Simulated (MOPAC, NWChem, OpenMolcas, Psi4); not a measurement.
CH5FOSi (SMILES CO[SiH2]F): methods side by side

CH5FOSi: 9 atoms, total charge 0, spin state singlet. As SMILES, `CO[SiH2]F`. The shape is that of a PBE0-D4/def2-TZVP optimisation. This is one conformer, not always the lowest.

Quantity: the HOMO–LUMO gap, in eV. The values are calculated.

```
                               level                    kind     program  value (eV)   CPU time
                                MNDO          semi-empirical       MOPAC       13.16  under 2 s
                         HF/def2-SVP            Hartree–Fock      NWChem       17.36      9.2 s
                      SVWN5/def2-SVP                     LDA  OpenMolcas        7.41       30 s
                        PBE/def2-SVP                     GGA  OpenMolcas        7.58       39 s
                       TPSS/def2-SVP                meta-GGA  OpenMolcas        8.00       56 s
                      B3LYP/def2-SVP           global hybrid  OpenMolcas        9.62       46 s
CAM-B3LYP/def2-SVP (density fitting)  range-separated hybrid        Psi4       12.59      9.6 s
                     B2PLYP/def2-SVP           double hybrid  OpenMolcas       12.84       26 s
```

The values span 7.41 to 17.36 eV. Orbital gaps aren't excitation energies, and those of double hybrids come from the SCF part alone; they tend to grow with the share of exact exchange. CPU times are rough (shared hosts, several kinds of processor): they show what a rung costs within a factor of a few.

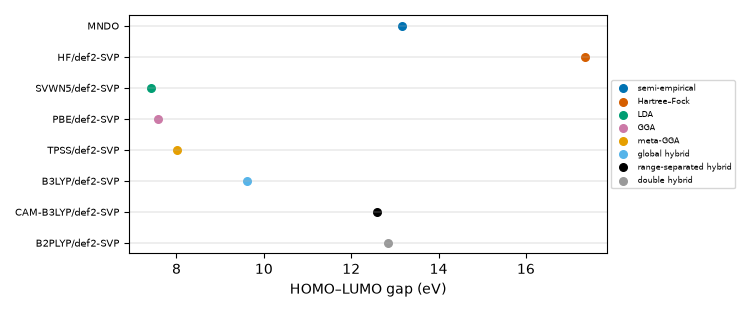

The values of the table, level by level.
